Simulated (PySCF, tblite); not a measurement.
# C₄H₇F₃O₂: a rotation path, then NMR shifts on frames, part 2 of 2

tblite 0.8.0 and PySCF 2.14.0. Atoms count from 0. The steps go on from the part before.

### Step 5. NMR shieldings: image 4, PBE0/pcSseg-1

Job settings and geometry (Å):

```
{"job": {"kind": "nmr", "xc": "PBE0", "basis": "pcSseg-1", "pop": false}, "charge": 0, "multiplicity": 1}
C      2.631200     0.453700     0.531600
O      1.625200     1.075500    -0.236100
C      0.604200     0.225400    -0.674800
C     -0.381800    -0.156500     0.442100
O     -1.480100    -0.873100    -0.156900
C     -2.682000    -0.516800     0.239800
F     -2.889600    -0.681800     1.562000
F     -2.974300     0.777100     0.006000
F     -3.596100    -1.240300    -0.391000
H      2.271600     0.158000     1.522500
H      3.030900    -0.426700     0.016500
H      3.420000     1.194600     0.644100
H      0.061900     0.780700    -1.444300
H      1.011800    -0.691500    -1.122200
H     -0.739600     0.749600     0.938400
H      0.079000    -0.818900     1.180700
```

With the program's defaults for keys left out, this is: GIAO PBE0/pcSseg-1 NMR shielding, non-relativistic, gas phase.

What it wrote:

```text
coarse grid: 14120 points
cycle   1  E = -605.6298886185  dE =  1.452e+00  |g| = 1.101e+00  |ddm| = 3.358e+00
cycle   2  E = -605.4428832266  dE =  1.870e-01  |g| = 1.581e+00  |ddm| = 1.440e+00
cycle   3  E = -605.8318833158  dE = -3.890e-01  |g| = 6.813e-02  |ddm| = 9.006e-01
cycle   4  E = -605.8322006545  dE = -3.173e-04  |g| = 5.378e-02  |ddm| = 6.535e-02
cycle   5  E = -605.8326800570  dE = -4.794e-04  |g| = 8.820e-03  |ddm| = 3.726e-02
cycle   6  E = -605.8326924707  dE = -1.241e-05  |g| = 1.993e-03  |ddm| = 6.684e-03
cycle   7  E = -605.8326932674  dE = -7.967e-07  |g| = 5.142e-04  |ddm| = 1.708e-03
final grid: 139664 points
cycle   8  E = -605.9276671570  dE = -4.912e-05  |g| = 1.391e-02  |ddm| = 2.363e-02
cycle   9  E = -605.9276362601  dE =  3.090e-05  |g| = 1.945e-02  |ddm| = 1.712e-02
cycle  10  E = -605.9277014258  dE = -6.517e-05  |g| = 1.234e-03  |ddm| = 1.047e-02
cycle  11  E = -605.9277017344  dE = -3.085e-07  |g| = 2.648e-04  |ddm| = 1.190e-03
cycle  12  E = -605.9277017447  dE = -1.037e-08  |g| = 9.501e-05  |ddm| = 2.013e-04
cycle  13  E = -605.9277017461  dE = -1.341e-09  |g| = 2.583e-05  |ddm| = 5.976e-05
cycle  14  E = -605.9277017462  dE = -1.130e-10  |g| = 6.122e-06  |ddm| = 1.747e-05
converged SCF energy = -605.9277017462

GIAO shielding tensors (ppm)
atom      isotropic    diamagn.    paramagn.     s11        s22        s33       span
  0 C      125.858     244.930    -119.071     89.718    104.964    182.892     93.173
  1 O      320.188     394.045     -73.857    289.889    316.245    354.430     64.541
  2 C      113.882     246.087    -132.205     83.026     92.521    166.098     83.072
  3 C      119.003     250.782    -131.779     87.956    103.059    165.994     78.038
  4 O      238.187     400.052    -161.866    195.265    216.265    303.030    107.765
  5 C       55.816     237.223    -181.408     46.958     50.036     70.452     23.494
  6 F      245.033     471.660    -226.626    163.498    208.679    362.924    199.426
  7 F      251.434     473.718    -222.284    166.054    218.745    369.502    203.448
  8 F      248.599     466.197    -217.597    179.004    212.745    354.049    175.044
  9 H       28.201      30.043      -1.842     23.698     26.907     33.999     10.301
 10 H       28.562      28.807      -0.245     25.294     26.187     34.205      8.911
 11 H       27.757      27.627       0.131     23.866     25.276     34.130     10.264
 12 H       27.560      30.685      -3.125     23.076     28.314     31.289      8.213
 13 H       28.115      31.390      -3.276     24.153     29.295     30.897      6.745
 14 H       27.643      32.951      -5.307     23.238     27.844     31.848      8.609
 15 H       27.226      32.049      -4.823     21.721     27.806     32.151     10.430
```

Wall time 28 s (1 thread of Intel Xeon Platinum 8488C, shared host); peak memory 0.86 GiB.

Key values: δ C5 131.1, C2 73.0, C3 67.9, C0 61.1, H15 4.49, H12 4.16 ppm.

### Step 6. NMR shieldings: image 6, PBE0/pcSseg-1

Job settings and geometry (Å):

```
{"job": {"kind": "nmr", "xc": "PBE0", "basis": "pcSseg-1", "pop": false}, "charge": 0, "multiplicity": 1}
C      2.621200     0.487200     0.464900
O      1.514000     1.108800    -0.147700
C      0.501300     0.239000    -0.570000
C     -0.344800    -0.303100     0.596900
O     -1.458500    -1.065400     0.091400
C     -2.633200    -0.475600     0.154500
F     -3.053600    -0.252400     1.416200
F     -2.680700     0.730200    -0.441800
F     -3.550000    -1.234200    -0.429900
H      2.376600     0.088900     1.455100
H      3.014800    -0.321400    -0.160600
H      3.377500     1.262600     0.568800
H     -0.136300     0.828300    -1.234500
H      0.915000    -0.608800    -1.134400
H     -0.698100     0.525100     1.217100
H      0.227200    -1.000200     1.212500
```

With the program's defaults for keys left out, this is: GIAO PBE0/pcSseg-1 NMR shielding, non-relativistic, gas phase.

What it wrote:

```text
coarse grid: 14120 points
cycle   1  E = -605.6308633154  dE =  1.450e+00  |g| = 1.102e+00  |ddm| = 3.364e+00
cycle   2  E = -605.4429430532  dE =  1.879e-01  |g| = 1.583e+00  |ddm| = 1.456e+00
cycle   3  E = -605.8329373314  dE = -3.900e-01  |g| = 7.039e-02  |ddm| = 9.124e-01
cycle   4  E = -605.8332963546  dE = -3.590e-04  |g| = 5.483e-02  |ddm| = 6.828e-02
cycle   5  E = -605.8337948740  dE = -4.985e-04  |g| = 8.969e-03  |ddm| = 3.855e-02
cycle   6  E = -605.8338077861  dE = -1.291e-05  |g| = 2.142e-03  |ddm| = 7.196e-03
cycle   7  E = -605.8338087332  dE = -9.470e-07  |g| = 5.225e-04  |ddm| = 1.905e-03
final grid: 139664 points
cycle   8  E = -605.9278066218  dE = -4.649e-05  |g| = 1.405e-02  |ddm| = 2.379e-02
cycle   9  E = -605.9277744665  dE =  3.216e-05  |g| = 1.974e-02  |ddm| = 1.757e-02
cycle  10  E = -605.9278418168  dE = -6.735e-05  |g| = 1.244e-03  |ddm| = 1.073e-02
cycle  11  E = -605.9278421324  dE = -3.156e-07  |g| = 2.577e-04  |ddm| = 1.195e-03
cycle  12  E = -605.9278421423  dE = -9.844e-09  |g| = 9.690e-05  |ddm| = 2.049e-04
cycle  13  E = -605.9278421436  dE = -1.376e-09  |g| = 2.593e-05  |ddm| = 5.944e-05
cycle  14  E = -605.9278421438  dE = -1.201e-10  |g| = 6.196e-06  |ddm| = 1.800e-05
converged SCF energy = -605.9278421438

GIAO shielding tensors (ppm)
atom      isotropic    diamagn.    paramagn.     s11        s22        s33       span
  0 C      126.081     244.811    -118.731     89.585    105.587    183.070     93.485
  1 O      319.747     394.493     -74.746    289.273    315.715    354.251     64.978
  2 C      113.762     246.944    -133.182     82.267     92.637    166.382     84.115
  3 C      118.660     250.855    -132.195     84.585    105.363    166.032     81.447
  4 O      237.375     399.170    -161.795    194.068    224.011    294.045     99.977
  5 C       55.381     237.541    -182.160     46.331     49.658     70.154     23.823
  6 F      247.095     470.799    -223.703    164.916    209.422    366.948    202.033
  7 F      248.472     475.602    -227.129    169.852    210.903    364.663    194.811
  8 F      247.556     466.262    -218.706    178.203    211.367    353.097    174.895
  9 H       28.196      29.893      -1.696     23.677     26.798     34.114     10.437
 10 H       28.589      28.890      -0.301     25.299     26.186     34.282      8.984
 11 H       27.754      27.686       0.068     23.828     25.254     34.180     10.352
 12 H       27.445      31.268      -3.823     22.724     27.894     31.717      8.993
 13 H       28.145      31.708      -3.563     24.365     29.262     30.809      6.444
 14 H       27.619      32.795      -5.176     23.160     27.959     31.737      8.577
 15 H       27.262      31.650      -4.388     21.794     28.021     31.971     10.177
```

Run time: 28 s. Hardware: 1 thread of Intel Xeon Platinum 8488C, shared host; peak memory 0.86 GiB.

This run: δ C5 131.5, C2 73.2, C3 68.3, C0 60.8, H15 4.45, H12 4.27 ppm.

### Step 7. NMR shieldings: image 8, PBE0/pcSseg-1

Job settings and geometry (Å):

```
{"job": {"kind": "nmr", "xc": "PBE0", "basis": "pcSseg-1", "pop": false}, "charge": 0, "multiplicity": 1}
C      2.624100     0.432300     0.404300
O      1.469800     1.158400     0.047100
C      0.392600     0.385300    -0.407400
C     -0.331700    -0.331400     0.746800
O     -1.439200    -1.130300     0.295700
C     -2.571900    -0.512000     0.032100
F     -2.992500     0.304900     1.013600
F     -2.543300     0.259000    -1.074000
F     -3.528400    -1.412000    -0.162700
H      2.477100    -0.156400     1.315400
H      2.938100    -0.233900    -0.406900
H      3.399600     1.174300     0.582800
H     -0.283300     1.092200    -0.894800
H      0.719900    -0.361100    -1.145900
H     -0.665500     0.399000     1.490100
H      0.327300    -1.059400     1.222300
```

With the program's defaults for keys left out, this is: GIAO PBE0/pcSseg-1 NMR shielding, non-relativistic, gas phase.

What it wrote:

```text
coarse grid: 14120 points
cycle   1  E = -605.6303294464  dE =  1.451e+00  |g| = 1.101e+00  |ddm| = 3.357e+00
cycle   2  E = -605.4415092853  dE =  1.888e-01  |g| = 1.584e+00  |ddm| = 1.447e+00
cycle   3  E = -605.8321701708  dE = -3.907e-01  |g| = 7.225e-02  |ddm| = 9.063e-01
cycle   4  E = -605.8325719396  dE = -4.018e-04  |g| = 5.541e-02  |ddm| = 7.018e-02
cycle   5  E = -605.8330807489  dE = -5.088e-04  |g| = 9.081e-03  |ddm| = 3.899e-02
cycle   6  E = -605.8330939666  dE = -1.322e-05  |g| = 2.342e-03  |ddm| = 7.619e-03
cycle   7  E = -605.8330951276  dE = -1.161e-06  |g| = 5.136e-04  |ddm| = 2.104e-03
final grid: 139664 points
cycle   8  E = -605.9273448931  dE = -4.547e-05  |g| = 1.356e-02  |ddm| = 2.210e-02
cycle   9  E = -605.9273147646  dE =  3.013e-05  |g| = 1.906e-02  |ddm| = 1.699e-02
cycle  10  E = -605.9273775917  dE = -6.283e-05  |g| = 1.195e-03  |ddm| = 1.035e-02
cycle  11  E = -605.9273778830  dE = -2.913e-07  |g| = 2.614e-04  |ddm| = 1.150e-03
cycle  12  E = -605.9273778932  dE = -1.023e-08  |g| = 9.560e-05  |ddm| = 2.007e-04
cycle  13  E = -605.9273778946  dE = -1.322e-09  |g| = 2.528e-05  |ddm| = 5.924e-05
cycle  14  E = -605.9273778947  dE = -1.132e-10  |g| = 6.243e-06  |ddm| = 1.730e-05
converged SCF energy = -605.9273778947

GIAO shielding tensors (ppm)
atom      isotropic    diamagn.    paramagn.     s11        s22        s33       span
  0 C      126.693     244.779    -118.085     89.575    107.185    183.321     93.747
  1 O      323.966     394.403     -70.437    295.626    317.112    359.160     63.534
  2 C      114.555     248.223    -133.668     81.351     94.917    167.396     86.044
  3 C      119.835     249.941    -130.106     83.803    106.200    169.500     85.697
  4 O      232.777     398.036    -165.259    189.532    226.496    282.302     92.769
  5 C       55.322     236.993    -181.671     45.764     50.370     69.830     24.066
  6 F      253.632     471.991    -218.359    162.184    235.515    363.198    201.014
  7 F      235.776     475.555    -239.779    160.191    190.405    356.732    196.541
  8 F      244.386     465.676    -221.290    173.806    205.921    353.430    179.623
  9 H       28.174      29.842      -1.668     23.621     26.771     34.130     10.509
 10 H       28.590      29.053      -0.462     25.290     26.123     34.358      9.068
 11 H       27.769      27.693       0.075     23.809     25.281     34.215     10.406
 12 H       27.175      31.729      -4.554     21.487     27.271     32.767     11.280
 13 H       28.209      32.262      -4.053     24.411     29.422     30.794      6.383
 14 H       27.492      31.858      -4.366     22.963     28.419     31.095      8.132
 15 H       27.281      31.509      -4.228     21.868     27.962     32.014     10.146
```

It took 27 s on 1 thread of Intel Xeon Platinum 8488C, shared host; peak memory 0.85 GiB.

This run: δ C5 131.6, C2 72.4, C3 67.1, C0 60.2, H12 4.54, H15 4.44 ppm.

### Step 8. Run by run: NMR shifts

Shifts (ppm) of some atoms, chosen among heavy atoms and hydrogens apart, with basis size and wall time:

```tsv
frame	H12	H14	O4	O1	F8	F7	F6	functions	time
image 0	4.29	4.06	101.5	13.0	-77.0	-77.5	-80.2	188	28 s
image 2	4.22	4.09	100.7	14.5	-77.1	-80.9	-76.3	188	26 s
image 4	4.16	4.07	97.9	15.9	-77.7	-80.5	-74.1	188	28 s
image 6	4.27	4.10	98.7	16.3	-76.6	-77.5	-76.1	188	28 s
image 8	4.54	4.22	103.3	12.1	-73.4	-64.8	-82.7	188	27 s
```

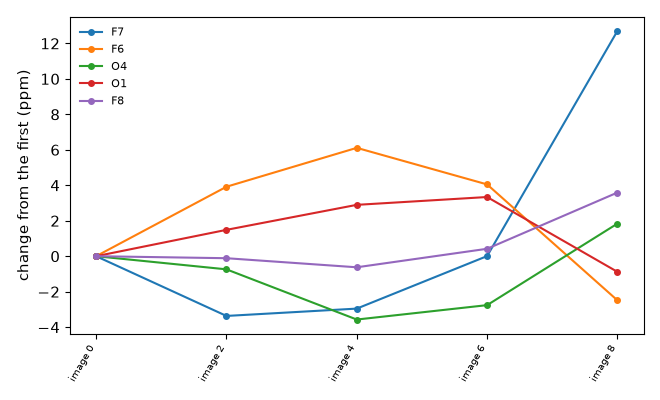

How five of the tabulated atoms move from run to run.

### Step 9. Outcome

The summary covers parts 1 to 2.

| quantity | value |
| --- | --- |
| barrier | 0.024 eV (0.6 kcal/mol) at image 4 |
| end to end (GFN2-xTB) | -0.011 eV |
| 13C shifts against TMS (PBE0/pcSseg-1, image 0) | 131.0, 72.4, 67.0, 61.0 ppm |
| 1H shifts against TMS (PBE0/pcSseg-1, image 0) | 4.51, 4.29, 4.06, 3.97, 3.60, 3.53, 3.17 ppm |
| 17O shifts against H2O (PBE0/pcSseg-1, image 0) | 101.5, 13.0 ppm |
| 19F shifts against CFCl3 (PBE0/pcSseg-1, image 0) | -77.0, -77.5, -80.2 ppm |
| range of the shift of F7 | -80.9 to -64.8 ppm |

In words: Along the band the dihedral turns by 107°, and the top (dihedral 225°) lies 0.6 kcal/mol above the start (GFN2-xTB, rough), so at room temperature this motion is fast. Ends this close can change order at a higher level. The top was not checked by a frequency run. Shifts at one fixed geometry are not the observed spectrum, which averages over the motion. Across the 5 runs the shift of F7 moves most, between -80.9 (image 2) and -64.8 ppm (image 8).
